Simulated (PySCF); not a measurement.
SMILES N[SiH2][SiH2][Ge]([Cl])([Cl])[Cl], PBE0/def2-SVP optimised geometry. Atoms within 1.6 Å of the plane z = 0.0 Å (x, y, z in Å): Si1 (-0.76, -0.47, 0.00), N2 (-1.24, 1.19, 0.00), Si3 (1.59, -0.47, 0.00), H8 (-1.18, -1.33, 1.16), H9 (-1.25, -1.12, -1.25), H10 (-0.82, 1.83, 0.67), H11 (-2.21, 1.44, -0.19), H12 (2.21, 0.33, -1.10), H13 (2.21, -1.83, 0.05).

Method: PBE0/def2-TZVP run with PySCF 2.14.0. Cells within 0.4 Å of a nucleus heavier than hydrogen are left out (blank, or x).

Map of the Laplacian of the electron density (e/bohr⁵), clipped to [-1.50, 1.50] on the plane z = 0.0 Å:

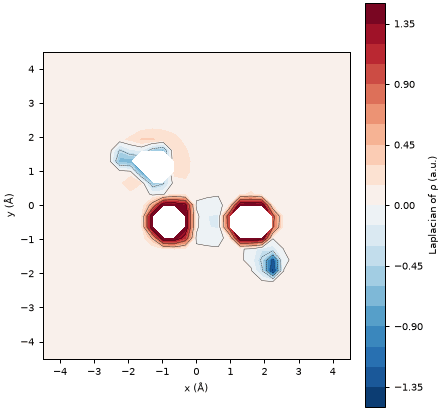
Figure. Laplacian of the electron density (e/bohr⁵), clipped to [-1.50, 1.50] on the plane z = 0.0 Å.
